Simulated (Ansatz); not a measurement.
# SiHSe (sextet): correlated methods under varied settings

Aim: run SiHSe (sextet) at one geometry under a spread of methods and options, and see what each costs and gives.

Method: the settings change from run to run; program: Ansatz 0.2.0, Gaussian basis.

28 further runs of the same task are left out: 14 that didn't finish, 14 set aside as unsound or not needed.

## (1) The geometry

The geometry is a PBE0/def2-TZVP stationary point (not a proven minimum) of the parent state, kept for this charge and spin. No spin-orbit coupling is included. The filled d shell of Se may be among the frozen orbitals whatever the setting's name suggests; the logs give the count.

3 atoms, charge 0, spin multiplicity 6.

Atoms are counted from 1 here; the program's logs count them from 0.

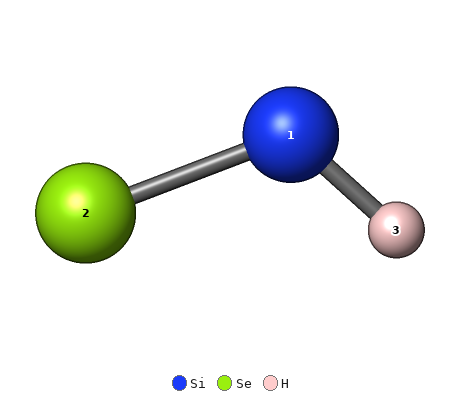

The geometry (silicon blue, selenium green, hydrogen pink); atoms are numbered from 1 in the order of the file.

## (2) CASSCF(7,7)/cc-pVDZ

Input file in.yaml:

```yaml
crystal:
  periodic: [false, false, false]
  atoms:
    - {symbol: Si, position_ang: [0.000000, -0.102205, 1.681089]}
    - {symbol: Se, position_ang: [0.000000, 0.021114, -0.628981]}
    - {symbol: H, position_ang: [0.000000, 1.193815, 2.430780]}
basis:
  gaussian: {orbitals: cc-pVDZ}
magnetization: {spin_polarized: false, initial_magnetization: 5}
correlation: {active_space: {window: {electrons: 7, orbitals: 7}, states: [{multiplicity: 6, weights: [1, 0.5]}, {multiplicity: 8, weights: [1]}]}}
output: {forces: true}
```

On the command line:

```bash
ansatz run in.yaml --threads 1 --pin off --events-out ev --progress --plain --max-ram 2393MiB
```

What it wrote:

```text
Functional definition: HF
  name "HF"
  cite "Fock, Z. Phys. 61, 126 (1930) doi:10.1007/BF01340294"
  parent pbe
  exchange = exact_x
  correlation = 0
964 factors; integrals over basis functions are off by at most 1.8e-7 eV
mean field evaluation 1: about -73172.2951 eV, gradient 1.2e1 eV
mean field evaluation 2: about -73172.3083 eV, gradient 1.2e1 eV
mean field evaluation 4: about -73173.7982 eV, gradient 1.4e0 eV
mean field evaluation 8: about -73173.8512 eV, gradient 6.9e-3 eV
mean field -73173.85124096 eV, -2689.0894340876 hartree, gradient 2.7e-6 eV, S^2 8.750000; 0 other end points of the search recorded, 0 dependent functions left out
reference -73173.85124096 eV, -2689.0894340876 hartree; 27, 22 occupied and 23, 28 virtual orbitals, 964 factors
state -73173.90323172 eV, -2689.0913447125 hartree
state -73171.55427783 eV, -2689.0050222493 hartree
state -73165.87924770 eV, -2688.7964687389 hartree
the calculation of the forces begins
Total energy: -73170.22384733 eV, -2688.9561298305 hartree
Atom 0 at     0.000000    -0.102205     1.681089 Å, force    -0.000000    -4.041919     3.627221 eV/Å
Atom 1 at     0.000000     0.021114    -0.628981 Å, force    -0.000000     0.247515    -5.946787 eV/Å
Atom 2 at     0.000000     1.193815     2.430780 Å, force     0.000000     3.794403     2.319567 eV/Å
Dipole moment:    -0.000000     0.133411    -0.821830 e Å
```

It took 11 s on 1 thread of AMD EPYC, shared host.

From the report: 49 determinants; active occupations (of the averaged states) 1.58, 1.01, 1.00, 1.00, 1.00, 0.81, 0.60.

## (3) BCCD on UHF/cc-pVDZ

Input file in.yaml:

```yaml
crystal:
  periodic: [false, false, false]
  atoms:
    - {symbol: Si, position_ang: [0.000000, -0.102205, 1.681089]}
    - {symbol: Se, position_ang: [0.000000, 0.021114, -0.628981]}
    - {symbol: H, position_ang: [0.000000, 1.193815, 2.430780]}
basis:
  gaussian: {orbitals: cc-pVDZ}
magnetization: {spin_polarized: true, initial_magnetization: 5}
correlation: {method: bccd, electrons: outside_noble_gas}
scf: {omitted_lower_state_checks: [cluster_reference]}
```

Same command.

What it wrote (excerpt; [...] marks lines left out):

```text
Functional definition: HF
  name "HF"
  cite "Fock, Z. Phys. 61, 126 (1930) doi:10.1007/BF01340294"
  parent pbe
[...]
554 factors; integrals over basis functions are off by at most 1.2e-3 eV
[...]
mean field -73174.00241930 eV, -2689.0949897891 hartree, gradient 2.3e-6 eV, S^2 8.762158; 2 other end points of the search recorded, 0 dependent functions left out
19 core orbitals not correlated: weight in the atoms' cores, before any rotation towards them, 1.000 or more for the frozen orbitals, at most 0.000 for the correlated occupied ones
reference -73174.00241930 eV, -2689.0949897891 hartree; 8, 3 occupied and 23, 28 virtual orbitals, 554 factors
second order -3.73506198 eV of doubles, -0.00000000 eV of singles
cycle   1  -4.37312700 eV  change   -6.4e-1 eV  update   6.5e-2
[...]
cycle  14  -4.59740701 eV  change    3.1e-7 eV  update   3.2e-6
Total energy: -73178.59982631 eV, -2689.2639413804 hartree
Checks for a lower state left out: cluster_reference
```

Run time: 5.5 s. Hardware: 1 thread of AMD EPYC, shared host.

From the report: ⟨S²⟩ of the determinant 8.762 (pure sextet: 8.75); correlation -4.5974 eV; largest double amplitude 0.04.

## (4) MP2 on ROHF/cc-pVDZ

Input file in.yaml:

```yaml
crystal:
  periodic: [false, false, false]
  atoms:
    - {symbol: Si, position_ang: [0.000000, -0.102205, 1.681089]}
    - {symbol: Se, position_ang: [0.000000, 0.021114, -0.628981]}
    - {symbol: H, position_ang: [0.000000, 1.193815, 2.430780]}
basis:
  gaussian: {orbitals: cc-pVDZ}
magnetization: {spin_polarized: false, initial_magnetization: 5}
correlation: {method: mp2, electrons: outside_noble_gas}
accuracy: high
scf: {lower_state_search: full}
```

Same command.

What it wrote (excerpt; [...] marks lines left out):

```text
Functional definition: HF
  name "HF"
  cite "Fock, Z. Phys. 61, 126 (1930) doi:10.1007/BF01340294"
  parent pbe
[...]
970 factors; integrals over basis functions are off by at most 4.6e-9 eV
[...]
mean field -73173.85124105 eV, -2689.0894340906 hartree, gradient 8.4e-8 eV, S^2 8.750000; 5 other end points of the search recorded, 0 dependent functions left out
19 core orbitals not correlated: weight in the atoms' cores, before any rotation towards them, 1.000 or more for the frozen orbitals, at most 0.000 for the correlated occupied ones
reference -73173.85124105 eV, -2689.0894340906 hartree; 8, 3 occupied and 23, 28 virtual orbitals, 970 factors
second order -3.81656574 eV of doubles, -0.09459311 eV of singles
Total energy: -73177.76239990 eV, -2689.2331665273 hartree
```

It took 14 s on 1 thread of AMD EPYC, shared host.

## (5) MP2 on UHF/cc-pVDZ

in.yaml: that of step 4 with these lines changed.

```diff
@@ -8,5 +8,5 @@
   gaussian: {orbitals: cc-pVDZ}
-magnetization: {spin_polarized: false, initial_magnetization: 5}
-correlation: {method: mp2, electrons: outside_noble_gas}
-accuracy: high
+magnetization: {spin_polarized: true, initial_magnetization: 5}
+correlation: {method: mp2, electrons: valence}
 scf: {lower_state_search: full}
+output: {forces: true}
```

Same command.

What it wrote (excerpt; [...] marks lines left out):

```text
Functional definition: HF
  name "HF"
  cite "Fock, Z. Phys. 61, 126 (1930) doi:10.1007/BF01340294"
  parent pbe
[...]
554 factors; integrals over basis functions are off by at most 1.2e-3 eV
[...]
mean field -73174.00241930 eV, -2689.0949897891 hartree, gradient 2.3e-6 eV, S^2 8.762158; 7 other end points of the search recorded, 0 dependent functions left out
14 core orbitals not correlated: weight in the atoms' cores, before any rotation towards them, 1.000 or more for the frozen orbitals, at most 0.000 for the correlated occupied ones
reference -73174.00241930 eV, -2689.0949897891 hartree; 13, 8 occupied and 23, 28 virtual orbitals, 554 factors
second order -4.13519231 eV of doubles, -0.00000000 eV of singles
[...]
Total energy: -73178.13761161 eV, -2689.2469553035 hartree
Atom 0 at     0.000000    -0.102205     1.681089 Å, force    -0.000000     0.491759     5.828096 eV/Å
Atom 1 at     0.000000     0.021114    -0.628981 Å, force    -0.000000    -0.188596    -6.618670 eV/Å
Atom 2 at     0.000000     1.193815     2.430780 Å, force     0.000000    -0.303163     0.790574 eV/Å
Dipole moment:     0.000000    -0.063858    -0.758027 e Å
```

It took 10 s on 1 thread of AMD EPYC, shared host.

From the report: ⟨S²⟩ of the determinant 8.762 (pure sextet: 8.75).

## (6) CCSDT on ROHF/STO-3G

Input file in.yaml:

```yaml
crystal:
  periodic: [false, false, false]
  atoms:
    - {symbol: Si, position_ang: [0.000000, -0.102205, 1.681089]}
    - {symbol: Se, position_ang: [0.000000, 0.021114, -0.628981]}
    - {symbol: H, position_ang: [0.000000, 1.193815, 2.430780]}
basis:
  gaussian: {orbitals: STO-3G}
magnetization: {spin_polarized: false, initial_magnetization: 5}
correlation: {method: ccsdt, electrons: all}
accuracy: high
```

Same command.

What it wrote (excerpt; [...] marks lines left out):

```text
Functional definition: HF
  name "HF"
  cite "Fock, Z. Phys. 61, 126 (1930) doi:10.1007/BF01340294"
  parent pbe
[...]
390 factors; integrals over basis functions are off by at most 3.7e-9 eV
[...]
mean field -72366.17253316 eV, -2659.4077890402 hartree, gradient 3.1e-8 eV, S^2 8.750000; 7 other end points of the search recorded, 0 dependent functions left out
[...]
determinant -72366.17253316 eV, -2659.4077890402 hartree, with singles and doubles -72366.82830019 eV, -2659.4318880341 hartree
determinant -72364.70391019 eV, -2659.3538181415 hartree, with singles and doubles -72365.41878384 eV, -2659.3800892635 hartree
determinant -72364.67301695 eV, -2659.3526828357 hartree, with singles and doubles -72365.39011949 eV, -2659.3790358682 hartree
reference -72366.17253316 eV, -2659.4077890402 hartree; 27, 22 occupied and 1, 6 virtual orbitals, 390 factors
second order -0.40469198 eV of doubles, -0.00268756 eV of singles
cycle   1  -0.54755799 eV  change   -1.4e-1 eV  update   3.7e-2
[...]
cycle  35  -0.65878512 eV  change  -5.9e-10 eV  update   4.8e-9
Total energy: -72366.83131829 eV, -2659.4319989470 hartree
```

It took 40 s on 1 thread of AMD EPYC, shared host.

From the report: correlation -0.6588 eV; T1 0.003; largest double amplitude 0.05.

## (7) The runs in one table

Where basis and cores are those of an earlier UCCSDT(Q)/cc-pVDZ run (-73178.7388 eV), and the state is the same kind, the miss against it is given.

```tsv
level	correlated	functions	energy (eV)	from UCCSDT(Q) (meV)	time
CASSCF(7,7)/cc-pVDZ (mean of several states)		50	-73170.2238		11 s
BCCD on UHF/cc-pVDZ	outside noble gas	50	-73178.5998	138.9	5.5 s
MP2 on ROHF/cc-pVDZ	outside noble gas	50	-73177.7624	976.4	14 s
MP2 on UHF/cc-pVDZ	valence	50	-73178.1376		10 s
CCSDT on ROHF/STO-3G	all	28	-72366.8313		40 s
```

## (8) What came out

| quantity | value |
| --- | --- |
| runs | 5 |
| quickest | BCCD on UHF/cc-pVDZ, 5.5 s |
| slowest | CCSDT on ROHF/STO-3G, 40 s |

**Reading.** Total energies in different bases, with other cores or another treatment of relativity can't be set against each other. CCSDT on ROHF/STO-3G took 7 times as long as BCCD on UHF/cc-pVDZ; the jobs differ in more than the method. Among the correlated runs with a miss given, it spans +139 to +976 meV.
